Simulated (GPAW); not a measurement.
# Magnetic state of MnO2 (Pyrolusite) from several starts

Wanted: the moments of MnO2 (Pyrolusite) and the energy of each order that was tried.

Program: GPAW 26.7.0. Level of theory: PBE with U = 4 eV on Mn d; plane waves with GPAW's PAW setups, scalar-relativistic. Results are calculated unless marked as measured.

Experimental background.

For MnO2, rutile (bulk crystal), “Local electronic structure of dilute hydrogen in beta-MnO2” (2024, arxiv:2401.02109) quotes earlier work: moment (ordered Mn moment in helical phase) 2.34 μB [Earlier experimental value quoted in discussion; measurement temperature and sample not …].

Report form: the programs' logs are mostly left out.

## Step 1: Set-up

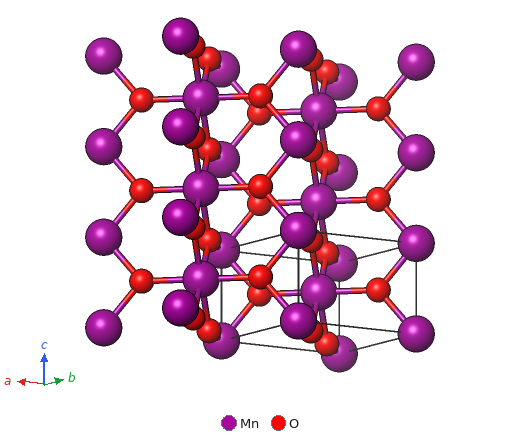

Start, viewed from a free direction; manganese purple, oxygen red. 2×1×3 cells are drawn. Some periodic images of atoms are drawn too.

## Step 2: Start 1: ferro ++

The parallel start comes first: it fits the smallest cell, keeps the most symmetry and shows whether parallel moments form. A Hubbard U of customary size acts on the open shell; it was not fitted to this crystal.

Contents of order1.py:

```python
import json
import numpy as np
from ase import Atoms
from ase.parallel import paropen, parprint
from gpaw import GPAW

atoms = Atoms(['Mn', 'Mn', 'O', 'O', 'O', 'O'],
    cell=[[4.3983, 0.0, 0.0],
         [0.0, 4.3983, 0.0],
         [0.0, 0.0, 2.873]],
    scaled_positions=[[0.0, 0.0, 0.0],
         [0.5, 0.5, 0.5],
         [0.30515, 0.30515, 0.0],
         [0.19485, 0.80515, 0.5],
         [0.69485, 0.69485, 0.0],
         [0.80515, 0.19485, 0.5]],
    pbc=True,
    magmoms=[4.5, 4.5, 0.0, 0.0, 0.0, 0.0])
atoms.calc = GPAW(mode={'name': 'pw', 'ecut': 700},
    xc='PBE',
    kpts={'size': (8, 8, 8), 'gamma': True},
    occupations={'name': 'fermi-dirac', 'width': 0.05},
    convergence={'density': 1e-05, 'energy': 1e-05},
    maxiter=200,
    setups={'Mn': ':d,4.0'},
    symmetry={'tolerance': 1e-4},
    txt='order1.txt')
e = atoms.get_potential_energy(force_consistent=True)
res = {'free_energy': e, 'energy_sigma0': atoms.get_potential_energy(), 'fermi_energy': atoms.calc.get_fermi_level()}
res['moments'] = atoms.get_magnetic_moments().tolist()
res['total'] = atoms.get_magnetic_moment()
parprint('site moments (muB):', np.round(res['moments'], 3))
parprint(f"total moment: {res['total']:.3f} muB")
parprint(f'free energy: {e:.6f} eV')
atoms.calc.write('order1.gpw')
with paropen('results.json', 'w') as f:
    json.dump(res, f)
```

Run with:

```bash
$ OMP_NUM_THREADS=1 mpirun -n 4 gpaw python order1.py > order1.log
```

It took 2.1 min on 4 MPI ranks of Arm Neoverse V2, shared host; peak memory 1.1 GiB; 8.5 min of CPU time.

Spin moment in the augmentation sphere by atom:

| atom | spin moment in the augmentation sphere (μB) |
| --- | --- |
| Mn1 | 3.03 |
| Mn2 | 3.03 |
| O3 | -0.03 |
| O4 | -0.03 |
| O5 | -0.03 |
| O6 | -0.03 |

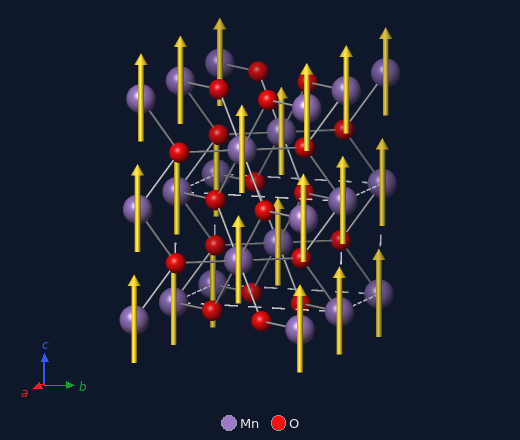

Spin moment in the augmentation sphere as arrows, the longest 3.03 μB. Up and down stand for the sign. Arrows give size and sign along the axis of quantisation, drawn up and down the page. 2×1×2 cells are drawn. Some periodic images of atoms are drawn too.

Numbers from this step:

```
magnetization : 6.009 μB
final state   : ferromagnetic
```

After 16 cycles the largest moment stands at 3.03 μB.

## Step 3: Run 2 (antiferro +-)

An opposed order shows whether the pairs that it reverses prefer unlike signs.

order2.py is the script of step 2 with these lines changed:

```diff
@@ -17,3 +17,3 @@
     pbc=True,
-    magmoms=[4.5, 4.5, 0.0, 0.0, 0.0, 0.0])
+    magmoms=[4.5, -4.5, 0.0, 0.0, 0.0, 0.0])
 atoms.calc = GPAW(mode={'name': 'pw', 'ecut': 700},
@@ -26,3 +26,3 @@
     symmetry={'tolerance': 1e-4},
-    txt='order1.txt')
+    txt='order2.txt')
 e = atoms.get_potential_energy(force_consistent=True)
@@ -34,3 +34,3 @@
 parprint(f'free energy: {e:.6f} eV')
-atoms.calc.write('order1.gpw')
+atoms.calc.write('order2.gpw')
 with paropen('results.json', 'w') as f:
```

Run with:

```bash
$ OMP_NUM_THREADS=1 mpirun -n 4 gpaw python order2.py > order2.log
```

Wall time 1.8 min (4 MPI ranks); peak memory 1.1 GiB; 7 min of CPU time.

Spin moment in the augmentation sphere by atom:

| atom | spin moment in the augmentation sphere (μB) |
| --- | --- |
| Mn1 | 2.95 |
| Mn2 | -2.95 |
| O3 | -0.01 |
| O4 | 0.01 |
| O5 | -0.01 |
| O6 | 0.01 |

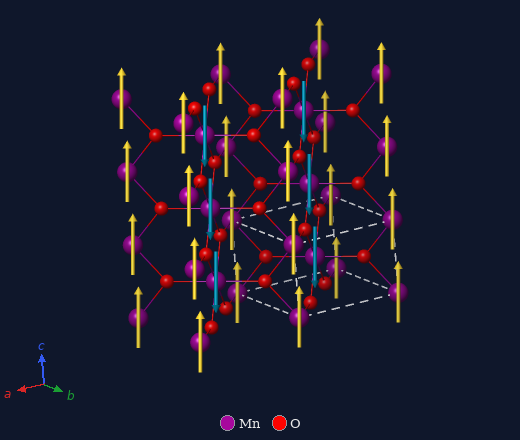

Spin moment in the augmentation sphere as arrows, the longest 2.95 μB. Up and down stand for the sign. Arrows give size and sign along the axis of quantisation, drawn up and down the page. The two directions have two colours. 2×1×3 cells are drawn. Some periodic images of atoms are drawn too.

This step gave:

| Quantity | Value |
| --- | --- |
| magnetization | 0 μB |
| final state | antiferromagnetic |

It lies 23.2 meV a seeded atom under the first start, and its largest moment is 2.95 μB against 3.03 μB.

## Step 4: Order 3, typed as antiferro q=(0,1/2,0) +-+-

This order needs a doubled cell of 12 atoms. Its mesh is chosen so that both cells sample the same points.

Contents of order3.py:

```python
import json
import numpy as np
from ase import Atoms
from ase.parallel import paropen, parprint
from gpaw import GPAW

atoms = Atoms(['Mn', 'Mn', 'Mn', 'Mn', 'O', 'O', 'O', 'O', 'O', 'O', 'O', 'O'],
    cell=[[4.3983, 0.0, 0.0],
         [0.0, 8.7966, 0.0],
         [0.0, 0.0, 2.873]],
    scaled_positions=[[0.0, 0.0, 0.0],
         [0.0, 0.5, 0.0],
         [0.5, 0.25, 0.5],
         [0.5, 0.75, 0.5],
         [0.30515, 0.152575, 0.0],
         [0.30515, 0.652575, 0.0],
         [0.19485, 0.402575, 0.5],
         [0.19485, 0.902575, 0.5],
         [0.69485, 0.347425, 0.0],
         [0.69485, 0.847425, 0.0],
         [0.80515, 0.097425, 0.5],
         [0.80515, 0.597425, 0.5]],
    pbc=True,
    magmoms=[4.5, -4.5, 4.5, -4.5, 0.0, 0.0, 0.0, 0.0, 0.0, 0.0, 0.0, 0.0])
atoms.calc = GPAW(mode={'name': 'pw', 'ecut': 700},
    xc='PBE',
    kpts={'size': (8, 4, 8), 'gamma': True},
    occupations={'name': 'fermi-dirac', 'width': 0.05},
    convergence={'density': 1e-05, 'energy': 1e-05},
    maxiter=200,
    setups={'Mn': ':d,4.0'},
    symmetry={'tolerance': 1e-4},
    txt='order3.txt')
e = atoms.get_potential_energy(force_consistent=True)
res = {'free_energy': e, 'energy_sigma0': atoms.get_potential_energy(), 'fermi_energy': atoms.calc.get_fermi_level()}
res['moments'] = atoms.get_magnetic_moments().tolist()
res['total'] = atoms.get_magnetic_moment()
parprint('site moments (muB):', np.round(res['moments'], 3))
parprint(f"total moment: {res['total']:.3f} muB")
parprint(f'free energy: {e:.6f} eV')
atoms.calc.write('order3.gpw')
with paropen('results.json', 'w') as f:
    json.dump(res, f)
```

Run with:

```bash
$ OMP_NUM_THREADS=1 mpirun -n 4 gpaw python order3.py > order3.log
```

It took 6.8 min on 4 MPI ranks; peak memory 2 GiB; 27 min of CPU time.

Spin moment in the augmentation sphere by atom:

| atom | spin moment in the augmentation sphere (μB) |
| --- | --- |
| Mn1 | 2.99 |
| Mn2 | -2.99 |
| Mn3 | 2.99 |
| Mn4 | -2.99 |
| O5 | -0.02 |
| O6 | 0.02 |
| O7 | 0.00 |
| O8 | 0.00 |
| O9 | 0.00 |
| O10 | 0.00 |
| O11 | -0.02 |
| O12 | 0.02 |

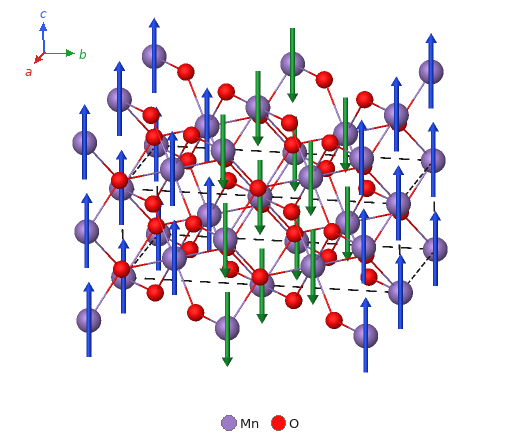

Spin moment in the augmentation sphere as arrows, the longest 2.99 μB. Up and down stand for the sign. Arrows give size and sign along the axis of quantisation, drawn up and down the page. The two directions have two colours. 2×1×2 cells are drawn. Some periodic images of atoms are drawn too.

Read from the output:

- magnetization: 0 μB
- final state: antiferromagnetic

It lies 16.7 meV a seeded atom under the first start, and its largest moment is 2.99 μB against 3.03 μB.

## Step 5: Run 4 (antiferro q=(0,0,1/2) +-+-)

Another pattern of signs weighs the neighbour shells otherwise.

The cell is doubled to 12 atoms to hold this order. Its mesh is chosen so that both cells sample the same points.

Contents of order4.py:

```python
import json
import numpy as np
from ase import Atoms
from ase.parallel import paropen, parprint
from gpaw import GPAW

atoms = Atoms(['Mn', 'Mn', 'Mn', 'Mn', 'O', 'O', 'O', 'O', 'O', 'O', 'O', 'O'],
    cell=[[4.3983, 0.0, 0.0],
         [0.0, 4.3983, 0.0],
         [0.0, 0.0, 5.746]],
    scaled_positions=[[0.0, 0.0, 0.0],
         [0.0, 0.0, 0.5],
         [0.5, 0.5, 0.25],
         [0.5, 0.5, 0.75],
         [0.30515, 0.30515, 0.0],
         [0.30515, 0.30515, 0.5],
         [0.19485, 0.80515, 0.25],
         [0.19485, 0.80515, 0.75],
         [0.69485, 0.69485, 0.0],
         [0.69485, 0.69485, 0.5],
         [0.80515, 0.19485, 0.25],
         [0.80515, 0.19485, 0.75]],
    pbc=True,
    magmoms=[4.5, -4.5, 4.5, -4.5, 0.0, 0.0, 0.0, 0.0, 0.0, 0.0, 0.0, 0.0])
atoms.calc = GPAW(mode={'name': 'pw', 'ecut': 700},
    xc='PBE',
    kpts={'size': (8, 8, 4), 'gamma': True},
    occupations={'name': 'fermi-dirac', 'width': 0.05},
    convergence={'density': 1e-05, 'energy': 1e-05},
    maxiter=200,
    setups={'Mn': ':d,4.0'},
    symmetry={'tolerance': 1e-4},
    txt='order4.txt')
e = atoms.get_potential_energy(force_consistent=True)
res = {'free_energy': e, 'energy_sigma0': atoms.get_potential_energy(), 'fermi_energy': atoms.calc.get_fermi_level()}
res['moments'] = atoms.get_magnetic_moments().tolist()
res['total'] = atoms.get_magnetic_moment()
parprint('site moments (muB):', np.round(res['moments'], 3))
parprint(f"total moment: {res['total']:.3f} muB")
parprint(f'free energy: {e:.6f} eV')
atoms.calc.write('order4.gpw')
with paropen('results.json', 'w') as f:
    json.dump(res, f)
```

Run with:

```bash
$ OMP_NUM_THREADS=1 mpirun -n 4 gpaw python order4.py > order4.log
```

Run time: 4.4 min. Hardware: 4 MPI ranks; peak memory 1.7 GiB.

This step gave:

| Property | Result |
| --- | --- |
| magnetization | 0 μB |
| final state | antiferromagnetic |
| largest moment | 2.940 μB |

It lies 13.9 meV a seeded atom under the first start, and its largest moment is 2.94 μB against 3.03 μB.

## Step 6: Order 5, typed as no spin polarisation

A run without seeds gives the energy of the state without moments.

Contents of nospin.py:

```python
import json
import numpy as np
from ase import Atoms
from ase.parallel import paropen, parprint
from gpaw import GPAW

atoms = Atoms(['Mn', 'Mn', 'O', 'O', 'O', 'O'],
    cell=[[4.3983, 0.0, 0.0],
         [0.0, 4.3983, 0.0],
         [0.0, 0.0, 2.873]],
    scaled_positions=[[0.0, 0.0, 0.0],
         [0.5, 0.5, 0.5],
         [0.30515, 0.30515, 0.0],
         [0.19485, 0.80515, 0.5],
         [0.69485, 0.69485, 0.0],
         [0.80515, 0.19485, 0.5]],
    pbc=True)
atoms.calc = GPAW(mode={'name': 'pw', 'ecut': 700},
    xc='PBE',
    kpts={'size': (8, 8, 8), 'gamma': True},
    occupations={'name': 'fermi-dirac', 'width': 0.05},
    convergence={'density': 1e-05, 'energy': 1e-05},
    maxiter=200,
    setups={'Mn': ':d,4.0'},
    symmetry={'tolerance': 1e-4},
    txt='nospin.txt')
e = atoms.get_potential_energy(force_consistent=True)
res = {'free_energy': e, 'energy_sigma0': atoms.get_potential_energy(), 'fermi_energy': atoms.calc.get_fermi_level()}
parprint(f'free energy: {e:.6f} eV')
atoms.calc.write('nospin.gpw')
with paropen('results.json', 'w') as f:
    json.dump(res, f)
```

Run with:

```bash
$ OMP_NUM_THREADS=1 mpirun -n 4 gpaw python nospin.py > nospin.log
```

Run time: 11 min. Hardware: 4 MPI ranks; peak memory 0.91 GiB; 43 min of CPU time.

Numbers from this step:

* final state: non-magnetic (no spin polarisation)

It lies 2577 meV a seeded atom over the first start.

## Step 7: Ranking

These are free energies at a smearing of 0.05 eV, so its entropy term is in the differences. They are divided by the number of seeded atoms, so that cells of unlike size compare. Wavevectors q in the names are fractions of the reciprocal vectors of the first run's cell.

Orders:

| start | final state | typed order kept | energy over the lowest (meV a seeded atom) | largest site moment (μB) | net moment (μB a primitive cell) | mesh matched | CPU time (s) |
| --- | --- | --- | --- | --- | --- | --- | --- |
| ferro ++ | ferromagnetic | yes | 23.16 | 3.031 | 6.009 | yes | 508.5 |
| antiferro +- | antiferromagnetic | yes | 0 | 2.949 | 0 | yes | 420.1 |
| antiferro q=(0,1/2,0) +-+- | antiferromagnetic | yes | 6.484 | 2.985 | 0 | yes | 1633 |
| antiferro q=(0,0,1/2) +-+- | antiferromagnetic | yes | 9.249 | 2.94 | 0 | yes | 1058 |
| no spin polarisation | non-magnetic | - | 2601 | 0 | 0 | yes | 2576 |

## Step 8: Outcome

- lowest state found: antiferromagnetic (typed antiferro +-)
- largest site moment: 2.95 μB
- next state: antiferromagnetic, 6.48 meV a seeded atom higher
- run without spin seeds, over the lowest: 2601 meV a seeded atom

What this shows: The lowest state found is antiferromagnetic, reached from the start antiferro +-, with moments up to 2.95 μB. The next state costs 6.5 meV a seeded atom. Under a U a spinless open shell is left with part-filled orbitals, which the U penalises, so its energy is no clean measure of what the moments gain. Only 5 starts are shown; other collinear patterns, canted and longer-period orders are not. Computed site moments are spin alone, inside the augmentation sphere; measured ones also hold the orbital part and what lies outside the sphere, and fluctuations can lower them.

Calculation against experiment:

| quantity | measured | PBE with U = 4 eV on Mn d |
| --- | --- | --- |
| moment (Mn) (μB) | 2.34 | 2.95 (+26.0 %) |

Measured values from arxiv:2401.02109 (2024).

**Verdict.** The moment is off by +26.0 %. No cell relaxation is part of this session.

[Logs and program files are shortened in this print: banners, set-up blocks, solver, clock and traceback lines can be left out without a mark of their own.]

[Logs are printed without paths, hosts, clocks, repeated set-up lines and the standing remarks that a program may print on its own settings, such as how far it seeks lower states.]

[Hosts, paths, dates, database ids (printed as entryN), source tags and the programs' standing remarks are cut or masked in the printed files.]

[Where a cell is said to come from a database of computed structures, the database is the Materials Project.]
